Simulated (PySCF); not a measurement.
C2H6AlCl, SMILES `C[Al](C)Cl`.

PySCF calculation, TPSS/cc-pVDZ, gas phase; geometry: GFN2-xTB. No frequency check shows the geometry to be a minimum. GFN2-xTB bond lengths at metals and heavier atoms can be off by up to 0.1 Å and shapes distorted, which carries into these values.

Geometry (Å), atoms numbered from 1:

```
C1      -1.2704    1.7737   -0.0002
Al2     -0.3604    0.0003   -0.0001
C3      -1.2649   -1.7764   -0.0005
Cl4      1.6785    0.0006    0.0004
H5      -2.3597    1.7042   -0.0019
H6      -0.9848    2.3692    0.8735
H7      -0.9722    2.3749   -0.8737
H8      -0.9770   -2.3710   -0.8740
H9      -0.9896   -2.3655    0.8732
H10     -2.3544   -1.7103    0.0007
```

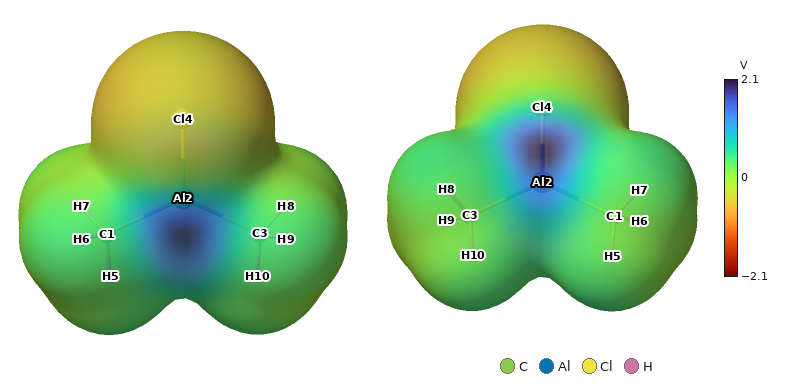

Electrostatic potential on the surface of electron density 0.001 a.u. (back view left, front view right).

**Where are the extremes of the potential on the surface?**

Highest: 2.08 V, over Al2, off the plane of its three bonds (1.9 Å), and at like points elsewhere. Further maxima include 0.43 V, 1.4 Å from H5; 0.42 V, 1.4 Å from H10. Lowest: −0.59 V, 2.1 Å from Cl4, and at like points elsewhere. Further minima include −0.14 V, near H7 (1.77 Å), H6 (1.83 Å), H5 (1.94 Å) and C1 (1.95 Å), and at like points elsewhere. The surface is sampled at points, so like sites can differ by a few per cent and only the strongest of them is named.

**What volume does the surface enclose, and what is the dipole moment?**

About 125 Å³; the dipole moment is 1.5 D.
